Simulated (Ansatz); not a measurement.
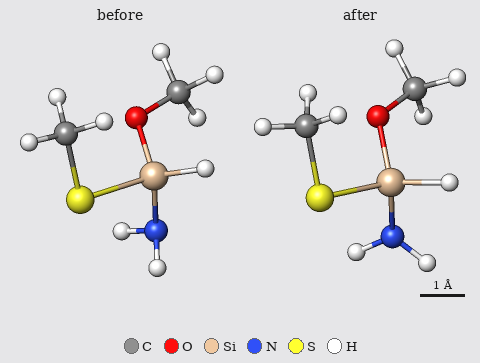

The structure of C₂H₉NOSSi before (left) and after (right) a relaxation, at one scale.

The picture is a ball-and-stick view, seen from a free direction.

The run prepares an end point of a later path (inversion) calculation, from a guessed geometry.

Computed with RKS PBE0/def2-SVP (Ansatz 0.2.0). Settings: no spin polarisation; force threshold 0.015 eV/Å; at most 40 steps.

Describe what moved and what it gained.

Answer. The energy falls by 12.9 kcal/mol in 20 geometry steps. Largest force component: 2.8 eV/Å at the start, 0.0081 eV/Å at the end. The largest move after the best rigid fit is that of an H atom, 0.94 Å. Largest moves by element: H 0.94 Å, O 0.33 Å, C 0.20 Å, S 0.18 Å, Si 0.18 Å, N 0.16 Å. Some distances before and after: H–Si 1.426 → 1.494 Å, N–Si 1.652 → 1.712 Å, C–H 1.148 → 1.106 Å, C–O 1.363 → 1.401 Å. Bond angles that change, for instance: Si–N–H 110.1° → 121.9°, Si–N–H 112.1° → 122.9°, N–Si–H 114.5° → 105.6°.
